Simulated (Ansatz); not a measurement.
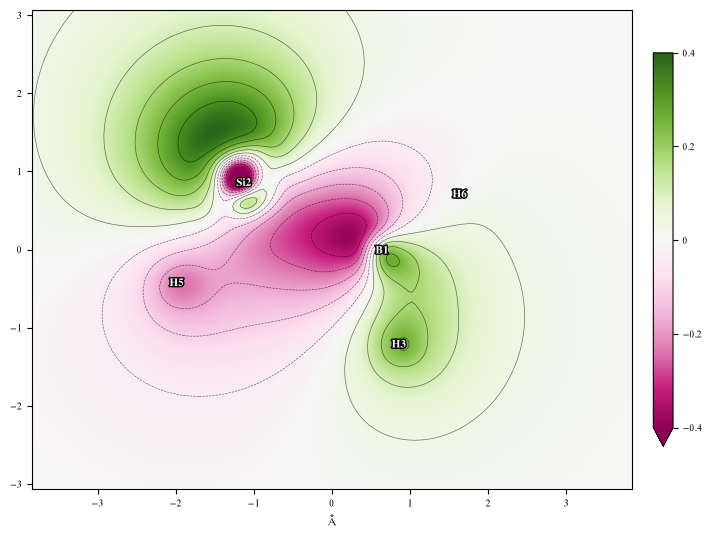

The picture shows: BH₄Si (charge −1). The HOMO on the plane of atoms H3, B1 and H6 (values in Å⁻³ᐟ²; the overall sign is arbitrary).

Geometry: B3LYP-D3(BJ)/def2-SVPD.

Computed with Ansatz, isolated molecule in a Gaussian basis; Kohn-Sham density functional theory, functional PBE0.

Input file:

```
crystal:
  periodic: [false, false, false]
  atoms:
    - {symbol: B, position_ang: [-0.787429, -0.410747, -0.223739]}
    - {symbol: Si, position_ang: [0.680699, 0.607664, 0.599297]}
    - {symbol: H, position_ang: [-0.689512, -1.493060, -0.783116]}
    - {symbol: H, position_ang: [-0.109478, 0.513981, -0.954968]}
    - {symbol: H, position_ang: [1.854019, -0.274143, 0.086863]}
    - {symbol: H, position_ang: [-1.924940, 0.027395, -0.105057]}
basis:
  gaussian:
    orbitals: def2-TZVPD
total_charge: -1
magnetization:
  spin_polarized: false
hamiltonian:
  xc: pbe0
output:
  forces: true
  orbitals: {seedname: orbitals}
```

Launched as:

```sh
ansatz run input.yaml --threads 1 --pin off --max-ram 2610MiB --events-out events.jsonl --progress --plain --runs-dir runs
```

Where does this orbital lie, and at what energy?

Answer. Its weight (Hirshfeld) is mainly on Si2 (about 65 %) and B1 (about 20 %). Its energy is −0.36 eV.
